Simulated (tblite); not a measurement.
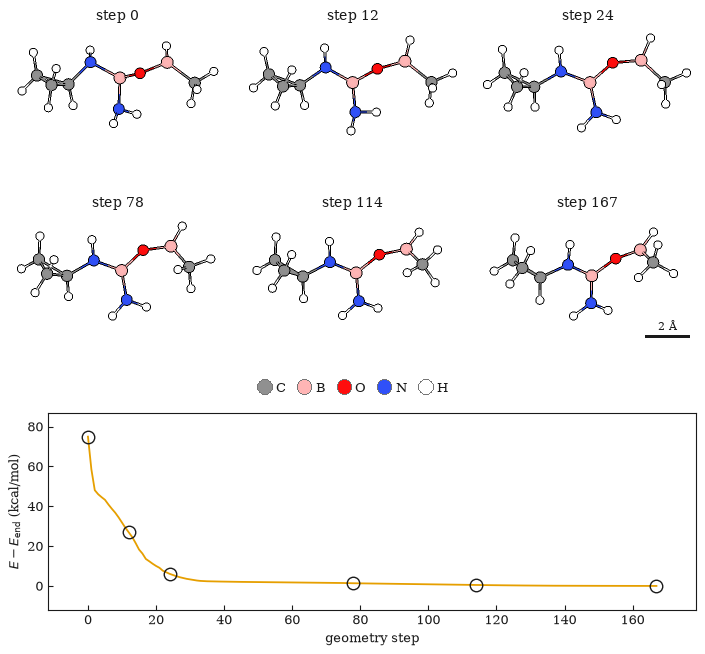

Frames of a relaxation of C$_{4}$H$_{12}$B$_{2}$N$_{2}$O, marked on the history of the run. The picture is a ball-and-stick view, seen face on.

Method: tblite, GFN2-xTB geometry optimisation, gas phase. 

### What happens along the run?

The energy falls by 75.0 kcal/mol in 167 geometry steps. The atom that moves furthest after the best rigid fit is an H atom (1.99 Å). By element the largest moves are H 1.99 Å, O 1.87 Å, N 0.82 Å, B 0.80 Å, C 0.74 Å. Some distances before and after: B–O 1.457 → 1.309 Å, B–N 1.539 → 1.412 Å, B–O 1.489 → 1.364 Å, H–N 1.049 → 1.008 Å. Among the angles between lasting bonds that change: B–O–B 106.9° → 146.7°, B–N–C 106.5° → 129.2°, B–N–H 109.9° → 124.4°. Groups turn about B–O by about 130°. From step 0 to 12: the O atom moves most (0.82 Å), energy −48.1 kcal/mol. From step 12 to 24: an H atom moves most (0.61 Å), energy −20.8 kcal/mol. From step 24 to 78: an H atom moves most (0.64 Å), energy −4.72 kcal/mol. From step 78 to 114: an H atom moves most (0.79 Å), energy −0.85 kcal/mol. From step 114 to 167: an H atom moves most (0.78 Å), energy −0.50 kcal/mol.
